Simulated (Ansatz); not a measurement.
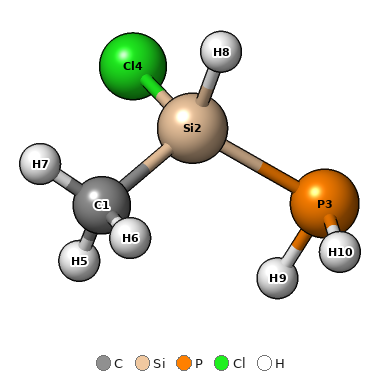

The system is CH₆ClPSi, SMILES C[SiH](P)Cl; the picture shows the reference structure. Coordinates scanned: (1) umbrella angle at P3 (between each of its bonds and their common axis; 90 is planar); (2) change of the bonds P3–Si2, P3–H9, P3–H10, all alike. Nothing is relaxed (all other coordinates rigid). The scan uses a 15 × 15 grid. Points are written as (first, second). All energies are given in eV relative to the relaxed molecule at the same level. Computed with Ansatz, RHF/def2-SVP.

Its coordinates:

```xyz
10

C    -0.9332    0.9643    0.2481
Si   -0.1294   -0.4504   -0.6820
P     1.8802   -1.1241    0.1343
Cl   -1.3986   -2.1040   -0.5878
H    -1.0897    0.7043    1.2965
H    -0.3032    1.8560    0.2047
H    -1.9027    1.2070   -0.1924
H     0.0487   -0.1061   -2.1067
H     1.4746   -1.1742    1.4872
H     2.4364    0.1758    0.2010
```

Range: umbrella angle at P3 (between each of its bonds and their common axis; 90 is planar) from 46.8 to 133.2°; change of the bonds P3–Si2, P3–H9, P3–H10, all alike from −0.187 to 0.289 Å.

Question: Predict the map.

Answer: The lowest grid point is at (120.8°, −0.017 Å), 0.009 eV from the relaxed molecule at the same level. There is a further well near (59.2°, 0.017 Å) (0.07 eV above the lowest at that grid point). The highest grid point, (90.0°, 0.289 Å), lies 3.48 eV above the lowest. On the interpolated surface the easiest way out of the lowest well to the well at about (59°, 0.00 Å) passes a barrier of about 1.1 eV. Round the minimum the two coordinates are weakly coupled (coupling −0.12 in units of the two stiffnesses).

```
second ↓, first →  46.8  53.0  59.2  65.3  71.5  77.7  83.8  90.0  96.2  102.3  108.5  114.7  120.8  127.0  133.2
            0.289  1.99  1.73  1.72  1.94  2.35  2.86  3.31  3.49  3.26   2.78   2.27   1.87   1.66   1.67   1.92
            0.255  1.70  1.43  1.42  1.63  2.02  2.52  2.95  3.11  2.90   2.45   1.95   1.56   1.35   1.37   1.64
            0.221  1.44  1.15  1.13  1.33  1.72  2.19  2.60  2.76  2.56   2.13   1.64   1.26   1.06   1.09   1.37
            0.187  1.20  0.89  0.86  1.06  1.43  1.89  2.28  2.42  2.24   1.82   1.36   0.99   0.80   0.83   1.13
            0.153  0.99  0.67  0.62  0.81  1.17  1.61  1.97  2.11  1.94   1.55   1.10   0.74   0.56   0.61   0.92
            0.119  0.82  0.48  0.42  0.59  0.94  1.36  1.70  1.83  1.67   1.30   0.87   0.52   0.36   0.42   0.74
            0.085  0.68  0.33  0.26  0.41  0.74  1.14  1.47  1.59  1.43   1.08   0.67   0.35   0.19   0.26   0.60
            0.051  0.60  0.23  0.14  0.28  0.59  0.97  1.28  1.39  1.25   0.92   0.53   0.21   0.07   0.16   0.51
            0.017  0.57  0.18  0.08  0.20  0.49  0.85  1.14  1.24  1.11   0.80   0.43   0.13   0.01   0.11   0.48
           −0.017  0.61  0.20  0.08  0.19  0.46  0.79  1.06  1.16  1.03   0.74   0.39   0.12   0.01   0.12   0.51
           −0.051  0.72  0.29  0.15  0.25  0.50  0.81  1.06  1.15  1.03   0.76   0.43   0.18   0.08   0.21   0.61
           −0.085  0.91  0.47  0.32  0.39  0.62  0.91  1.14  1.22  1.11   0.86   0.55   0.32   0.24   0.39   0.80
           −0.119  1.21  0.75  0.58  0.63  0.84  1.11  1.32  1.39  1.29   1.06   0.78   0.56   0.50   0.66   1.09
           −0.153  1.63  1.15  0.96  0.99  1.18  1.42  1.61  1.68  1.59   1.37   1.11   0.92   0.88   1.05   1.50
           −0.187  2.18  1.68  1.47  1.48  1.65  1.87  2.04  2.11  2.02   1.82   1.58   1.41   1.39   1.58   2.04
```

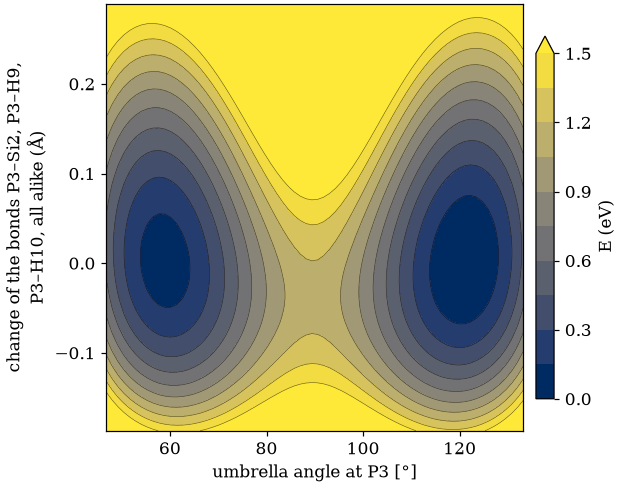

In the figure: filled contours, one colour for all values above the top of the scale. Between grid points the surface is interpolated.

Time for the 225 points that were run: 6.3 min on 1 thread of Arm Neoverse V2, with other jobs on the host.
